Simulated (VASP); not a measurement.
Here is the system:

```
CELL_PARAMETERS angstrom
      3.69916     0.00000     0.00000
     -1.84958     3.20357     0.00000
      0.00000     0.00000     7.20910
ATOMIC_POSITIONS crystal
  Pt 0.33333 0.66667 0.01793
  Pt 0.66667 0.33333 0.51793
  Se 0.33333 0.66667 0.35707
  Se 0.66667 0.33333 0.85707
```

Computed with PBEsol GGA, VASP's PBE PAW potentials (set 64) (plane waves; VASP 6.6.1). Settings: 400 eV cut-off, 11×11×5 Γ-centred mesh, tetrahedra with Blöchl corrections, potentials Pt Se.

Unless said otherwise, spin-orbit coupling is left out, though it shifts the bands of the heavy elements here.

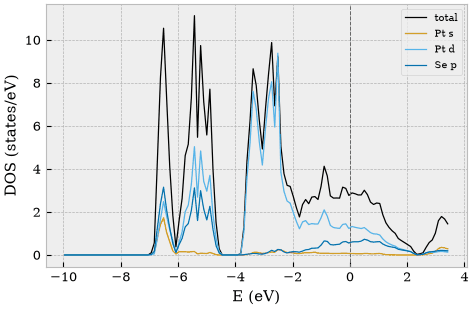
Fig. 1. Total and projected density of states, zero at the Fermi level

Within 2 eV below the Fermi level the largest weight inside VASP's projection spheres is Pt d, then Se p.

It has no gap at this level: it comes out as a metal or semimetal.

The structure was generated: PtSe was put into the wurtzite type (P6_3mc), which need not be its known phase. It was relaxed first, which changed the volume by -17 %.
